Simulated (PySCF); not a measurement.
```tsv
atom	x (Å)	y (Å)	z (Å)
B	4.2911	-0.5846	0.8894
O	3.8277	0.1120	-0.3958
C	2.6124	0.3451	-0.6667
C	1.5298	0.0421	0.1600
C	0.1067	0.3313	-0.2310
C	-0.6989	1.2017	0.7817
C	-1.9390	0.3811	1.1522
C	-2.1715	-0.4981	-0.0733
C	-0.7572	-0.9346	-0.4339
C	1.8679	-0.5394	1.3866
O	3.0439	-0.8195	1.7585
H	5.0362	0.1668	1.4901
H	4.7591	-1.6703	0.5955
H	2.4364	0.8358	-1.6382
H	0.1489	0.8739	-1.1897
H	-0.0961	1.4847	1.6577
H	-0.9987	2.1448	0.2991
H	-1.7245	-0.2628	2.0231
H	-2.8040	1.0049	1.4223
H	-2.6032	0.1040	-0.8918
H	-2.8563	-1.3398	0.1092
H	-0.4274	-1.7199	0.2683
H	-0.6556	-1.3548	-1.4456
H	1.0802	-0.7804	2.1194
```

Geometry: PBE0-D3(BJ)/def2-SVP.

Method: PySCF 2.14.0, PBE0/pcSseg-1, SCF density, gas phase, non-relativistic.

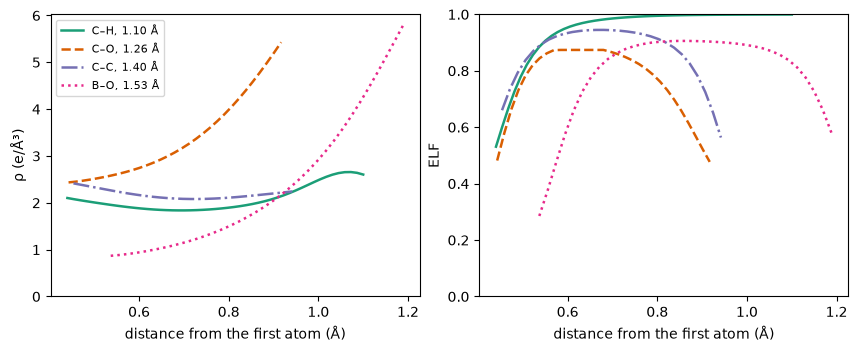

C8H13BO2 (SMILES [BH2-]1OC=C(C2CCCC2)C=[O+]1). Total electron density and ELF along straight lines between neighbouring atoms. The curves leave out the atomic cores.

What can be read from the curves?

C–H (1.10 Å): ρ is about 1.9 e/Å³ halfway; the ELF climbs to about 1 towards the hydrogen, as it does in any bond to H; an ordinary covalent bond to hydrogen.
C–O (1.26 Å): ρ is about 2.9 e/Å³ halfway; the ELF peaks at about 0.85 between the atoms, as expected for a polar covalent bond.
C–C (1.40 Å): the density is about 2.1 e/Å³ at the midpoint; the ELF peaks at about 0.95 between the atoms, as expected for a covalent bond.
B–O (1.53 Å): ρ is about 1.4 e/Å³ halfway; the ELF peaks at about 0.90 between the atoms, as expected for a shared but strongly polarised pair.
